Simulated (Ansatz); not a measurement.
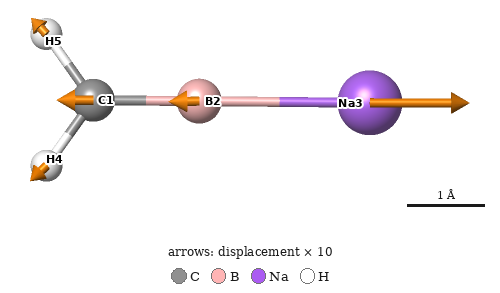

A relaxation of CH$_{2}$BNa. The starting structure is drawn; orange arrows show the displacements, magnified 10 times. The two geometries are superimposed by the best rigid fit.

The picture is a ball-and-stick view, seen at a tilt.

These are results of RKS PBE0-D4/def2-TZVP in Ansatz 0.2.0, not measurements. (force threshold 0.005 eV/Å; at most 200 steps)

Q: Which element moves most?

A: Sodium: up to 0.13 Å, against 0.05 Å for carbon.

Q: What happened in the run?

A: The energy falls by 0.091 eV in 5 accepted moves (6 points after the start). Largest force component: 0.7 eV/Å at the start, 0.00082 eV/Å at the end. The line search rejected the trial step at point 3 of the run. Na3 moves most after the best rigid fit: 0.13 Å. By element the largest moves are Na 0.13 Å, C 0.05 Å, B 0.04 Å, H 0.03 Å. Among the contacts that change: B2–Na3 2.243 → 2.416 Å, C1–B2 1.392 → 1.400 Å. Bond angles that change, for instance: H4–C1–H5 110.9° → 114.6°. The run took 12 s on 2 threads of Arm Neoverse V1, on a shared host.
